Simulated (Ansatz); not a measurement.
# triplet C2H7BO: levels of theory compared

Aim: a comparison of 6 runs (UHF/STO-3G, U-revPBE/cc-pVDZ, UBHLYP/cc-pVDZ, UBLYP/cc-pVDZ, UPBE0/cc-pVDZ, UMP2/cc-pVDZ) of triplet C2H7BO. 

The results are computed with Ansatz 0.2.0.

62 further runs of the same task are left out: 62 set aside as unsound or not needed. Runs told in other sessions of the task aren't counted.

**1. The structure to begin with**

C2H7BO: 11 atoms, total charge 0, spin state triplet. As SMILES of the parent species, `CBOC`. The coordinates come from a PBE0-D4/def2-TZVP relaxation. This is one conformer, not always the lowest. That shape belongs to the parent species and isn't relaxed for this state.

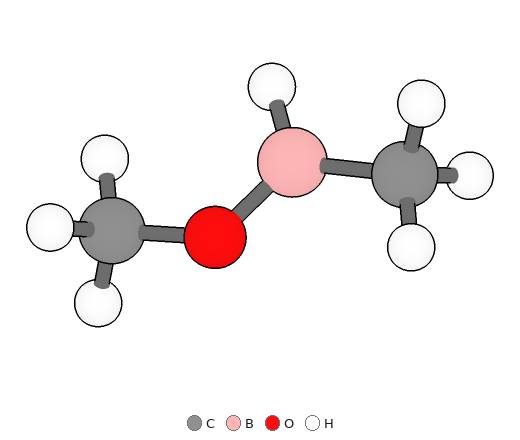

Viewed from a chosen angle; carbon grey, boron pink, oxygen red, hydrogen white.

**2. A single-point energy at UHF/STO-3G (run 1)**

The input, molecule.yaml:

```yaml
crystal:
  periodic: [false, false, false]
  atoms:
    - {symbol: C, position_ang: [-1.306200, 1.341700, -0.364700]}
    - {symbol: B, position_ang: [-0.434700, 0.206700, 0.257100]}
    - {symbol: O, position_ang: [0.626600, -0.267100, -0.425200]}
    - {symbol: C, position_ang: [1.454400, -1.289700, 0.083900]}
    - {symbol: H, position_ang: [-0.966000, 1.657000, -1.352600]}
    - {symbol: H, position_ang: [-2.351400, 1.021300, -0.437600]}
    - {symbol: H, position_ang: [-1.315700, 2.214600, 0.297900]}
    - {symbol: H, position_ang: [-0.678700, -0.268200, 1.340800]}
    - {symbol: H, position_ang: [1.446400, -2.133000, -0.610100]}
    - {symbol: H, position_ang: [1.113800, -1.626100, 1.067400]}
    - {symbol: H, position_ang: [2.476800, -0.914200, 0.163700]}
basis:
  gaussian:
    orbitals: STO-3G
magnetization:
  spin_polarized: true
  initial_magnetization: 2
accuracy: high
output: {orbitals: {seedname: orbitals}}
hamiltonian:
  xc: hf
```

Command:

```
$ ansatz run molecule.yaml --threads 1 --pin off --max-ram 3480MiB --events-out events.jsonl --progress --plain --runs-dir runs
```

Log:

```text
Warning: RAYON_NUM_THREADS=1 ignored (pool sized by the plan → 1); use --threads N
Functional definition: HF
  name "HF"
  exchange = exact_x
  correlation = 0
529 factors; integrals over basis functions are off by at most 5.3e-9 eV
mean field evaluation 1: about -4810.9106 eV, gradient 1.4e1 eV
mean field evaluation 2: about -4811.1322 eV, gradient 1.4e1 eV
mean field evaluation 4: about -4812.8785 eV, gradient 1.9e0 eV
mean field evaluation 8: about -4813.2744 eV, gradient 1.8e0 eV
mean field evaluation 16: about -4814.1536 eV, gradient 7.7e-3 eV
mean field evaluation 32: about -4813.5357 eV, gradient 1.8e0 eV
mean field evaluation 64: about -4813.2673 eV, gradient 3.9e0 eV
mean field evaluation 96: about -4813.8648 eV, gradient 9.2e-1 eV
mean field -4814.15236949 eV, -176.9168364292 hartree, gradient 2.4e-8 eV, S^2 2.018859; 3 other end points of the search recorded, 0 dependent functions left out
reference -4814.15236949 eV, -176.9168364292 hartree; 17, 15 occupied and 10, 12 virtual orbitals, 529 factors
Total energy: -4814.15236949 eV, -176.9168364292 hartree
```

Run time: 0.54 s. Hardware: 1 thread of Arm Neoverse V2, shared host.

**3. The energy at U-revPBE/cc-pVDZ (run 2)**

molecule.yaml, as its differences from that of step 2:

```diff
@@ -1 +1,4 @@
+basis:
+  gaussian:
+    orbitals: cc-pVDZ
 crystal:
@@ -14,5 +17,4 @@
     - {symbol: H, position_ang: [2.476800, -0.914200, 0.163700]}
-basis:
-  gaussian:
-    orbitals: STO-3G
+output:
+  orbitals: {seedname: orbitals}
 magnetization:
@@ -21,4 +23,3 @@
 accuracy: high
-output: {orbitals: {seedname: orbitals}}
 hamiltonian:
-  xc: hf
+  xc: {name: revPBE}
```

Command:

```
$ ansatz run molecule.yaml --threads 1 --pin off --max-ram 3480MiB --events-out events.jsonl --progress --plain --runs-dir runs
```

Log:

```text
Warning: RAYON_NUM_THREADS=1 ignored (pool sized by the plan → 1); use --threads N
Functional definition: revPBE
  name "revPBE"
  parameter kappa = 1.245
  parameter beta = 0.06672455060314922
  exchange = pbe_x(kappa = kappa, mu = beta*pi^2/3)
  correlation = pbe_c(beta = beta)
2200 factors; integrals over basis functions are off by at most 4.8e-9 eV
mean field evaluation 1: about -4896.1262 eV, gradient 4.1e1 eV
mean field evaluation 2: about -4873.1747 eV, gradient 6.4e1 eV
mean field evaluation 4: about -4904.5331 eV, gradient 1.0e1 eV
mean field evaluation 8: about -4905.2081 eV, gradient 4.2e-1 eV
mean field evaluation 16: about -4905.1987 eV, gradient 1.4e-4 eV
mean field evaluation 32: about -4904.5896 eV, gradient 8.1e0 eV
mean field -4905.19871833 eV, -180.2627280355 hartree, gradient 3.0e-8 eV, S^2 2.002438; 4 other end points of the search recorded, 0 dependent functions left out
reference -4905.19872312 eV, -180.2627282116 hartree; 17, 15 occupied and 74, 76 virtual orbitals, 2200 factors
Total energy: -4905.19872312 eV, -180.2627282116 hartree
```

It took 16 s on 1 thread of Arm Neoverse V2, shared host; peak memory 0.31 GiB.

Runs 3 to 5 aren't shown in full; the table further down has their settings and results.

**4. A single-point energy at UMP2/cc-pVDZ (run 6)**

The input, in.yaml:

```yaml
crystal:
  periodic: [false, false, false]
  atoms:
    - symbol: C
      position_ang: [-1.306200, 1.341700, -0.364700]
    - symbol: B
      position_ang: [-0.434700, 0.206700, 0.257100]
    - symbol: O
      position_ang: [0.626600, -0.267100, -0.425200]
    - symbol: C
      position_ang: [1.454400, -1.289700, 0.083900]
    - symbol: H
      position_ang: [-0.966000, 1.657000, -1.352600]
    - symbol: H
      position_ang: [-2.351400, 1.021300, -0.437600]
    - symbol: H
      position_ang: [-1.315700, 2.214600, 0.297900]
    - symbol: H
      position_ang: [-0.678700, -0.268200, 1.340800]
    - symbol: H
      position_ang: [1.446400, -2.133000, -0.610100]
    - symbol: H
      position_ang: [1.113800, -1.626100, 1.067400]
    - symbol: H
      position_ang: [2.476800, -0.914200, 0.163700]
basis:
  gaussian:
    orbitals: cc-pVDZ
magnetization:
  spin_polarized: true
  initial_magnetization: 2
correlation:
  method: mp2
  frozen_orbitals: {B: 1, C: 1, H: 0, O: 1}
accuracy: high
```

Command:

```
$ ansatz run in.yaml --threads 1 --pin off --max-ram 3480MiB --events-out events.jsonl --progress --plain --runs-dir runs
```

Log:

```text
Warning: RAYON_NUM_THREADS=1 ignored (pool sized by the plan → 1); use --threads N
Functional definition: HF
  name "HF"
  exchange = exact_x
  correlation = 0
2200 factors; integrals over basis functions are off by at most 4.8e-9 eV
mean field evaluation 1: about -4872.3282 eV, gradient 2.0e1 eV
mean field evaluation 2: about -4872.4986 eV, gradient 2.0e1 eV
mean field evaluation 4: about -4874.9099 eV, gradient 3.6e0 eV
mean field evaluation 8: about -4875.0028 eV, gradient 3.8e-1 eV
mean field evaluation 16: about -4875.0140 eV, gradient 2.0e-5 eV
mean field evaluation 32: about -4874.7401 eV, gradient 2.1e0 eV
mean field evaluation 64: about -4872.0971 eV, gradient 2.1e1 eV
mean field evaluation 96: about -4875.0072 eV, gradient 3.0e-1 eV
mean field evaluation 128: about -4875.0140 eV, gradient 5.6e-7 eV
mean field -4875.33803616 eV, -179.1653682060 hartree, gradient 2.2e-8 eV, S^2 2.021807; 10 other end points of the search recorded, 0 dependent functions left out
4 core orbitals not correlated: weight in the atoms' cores, before any rotation towards them, 1.000 or more for the frozen orbitals, at most 0.000 for the correlated occupied ones
reference -4875.33803616 eV, -179.1653682060 hartree; 13, 11 occupied and 74, 76 virtual orbitals, 2200 factors
second order -14.06087333 eV of doubles, -0.00000000 eV of singles
Total energy: -4889.39890949 eV, -179.6820957701 hartree
```

It took 13 s on 1 thread of Arm Neoverse V2, shared host; peak memory 0.39 GiB.

**5. Overview of the runs**

```csv
run,level,frozen core orbitals,energy (Eh),HOMO energy (eV),⟨S²⟩,wall time
1,UHF/STO-3G,–,-176.916836,-2.75,2.019,0.54 s
2,U-revPBE/cc-pVDZ,–,-180.262728,-0.94,2.002,16 s
3,UBHLYP/cc-pVDZ,–,-180.194846,-2.95,2.008,23 s
4,UBLYP/cc-pVDZ,–,-180.231167,-0.75,2.002,17 s
5,UPBE0/cc-pVDZ,–,-180.094312,-2.07,2.004,23 s
6,UMP2/cc-pVDZ,4,-179.682096,–,2.022,13 s
```

**6. Outcome**

| quantity | value |
| --- | --- |
| run 6: total energy | -179.68210 Eh |
| run 6: correlation energy (4 core orbitals frozen) | -516.7 mEh |
| run 6: ⟨S²⟩ of the reference determinant | 2.022 |

What this shows: Totals of different functionals can't be ranked against each other. In run 1 the basis is minimal, so the values are rough. All runs together took 93 s, the longest 23 s.
